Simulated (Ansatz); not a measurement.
# CuI, carrier doping

The parent structure is CuI in the zinc blende structure (space group F-43m, No. 216; a = 6.079 Å).

Carriers are added at fixed cell with a uniform background; the Fermi–Dirac width is that of 300 K.

All numbers come from PBE in Ansatz (plane waves to 420 eV, PAW, no SOC).

Notes on the quantities. Fermi level from band edge: Fermi level relative to the doped band's edge (positive inside the band; to 0.05 eV).

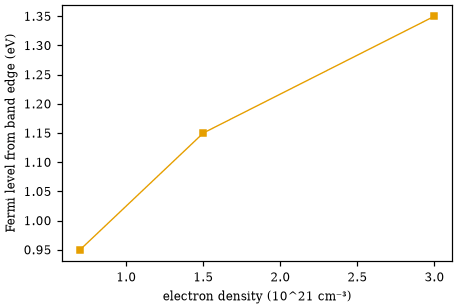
Fig. 1. Fermi level from band edge against electron density

Q: From the plot, what is the Fermi level from band edge for electrons 1.5×10^21 cm⁻³?

A: About 1.15 eV.

Q: Is the trend monotonic over the range shown?

A: Yes, it rises throughout, spanning +0.95 eV to +1.35 eV.

Charged cell with a jellium background: band edges are those of the host's band count, energies are not comparable with the neutral cell, and many-body gap narrowing is missing. Whether these cells are dynamically stable was not tested. All final runs are without spin polarisation.

Ansatz is a program for electronic structure.
